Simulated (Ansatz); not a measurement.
# Ir (Ir, fcc): the cost of one run

Computed with Ansatz 0.2.0 (DFT revPBE, plane waves (420 eV) with PAW, scalar-relativistic; the PAW data stem from PBE, with regenerated cores, unless a step says otherwise).

## Step 1: The system as given

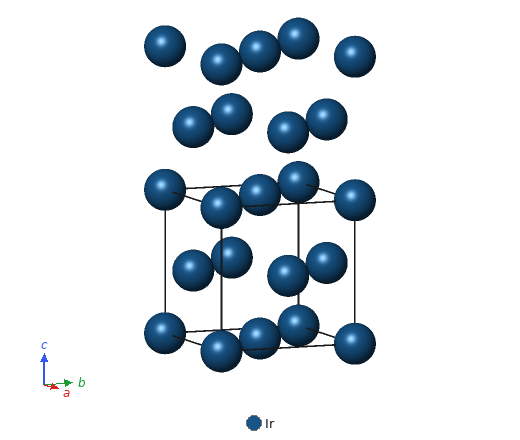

The structure, seen slightly off an axis (iridium blue). 1×1×2 conventional cells are drawn; the run uses a primitive one. Any atoms on the faces are drawn again on the opposite ones.

As a file:

```cif
data_structure
_symmetry_space_group_name_H-M 'P 1'
_symmetry_Int_Tables_number 1
_cell_length_a 2.7149
_cell_length_b 2.7149
_cell_length_c 2.7149
_cell_angle_alpha 60.000
_cell_angle_beta 60.000
_cell_angle_gamma 60.000
_cell_volume 14.15
loop_
_atom_site_label
_atom_site_type_symbol
_atom_site_fract_x
_atom_site_fract_y
_atom_site_fract_z
_atom_site_occupancy
Ir1 Ir 0.00000 0.00000 0.00000 1
```

The atoms start with moments of +1 μB.

## Step 2: Relaxing cell and atoms

input.yaml

```yaml
crystal:
  lattice:
    - [0.0, 1.9197, 1.9197]
    - [1.9197, 0.0, 1.9197]
    - [1.9197, 1.9197, 0.0]
  atoms:
    - { symbol: Ir, position: [0.0, 0.0, 0.0], spin: 1.0 }
hamiltonian:
  xc: revpbe
  pseudopotentials:
    kind: paw
    azcp:
      Ir: "pseudopotentials/Ir.paw.azcp"
basis:
  ecutwfc: 420
  fft_grid_basis: typed
kpoints:
  mp_grid: { grid: [14, 14, 14], shift: [0, 0, 0] }
magnetization:
  spin_polarized: true
scf:
  occupations: { method: fermi_dirac, width: 0.05 }
relax:
  max_steps: 60
  f_tol: 0.01
  cell: {}
```

Q: Estimate wall time and peak memory on 4 threads of an Arm CPU, shared host.

About 5.3 s, with a peak of 0.29 GiB.
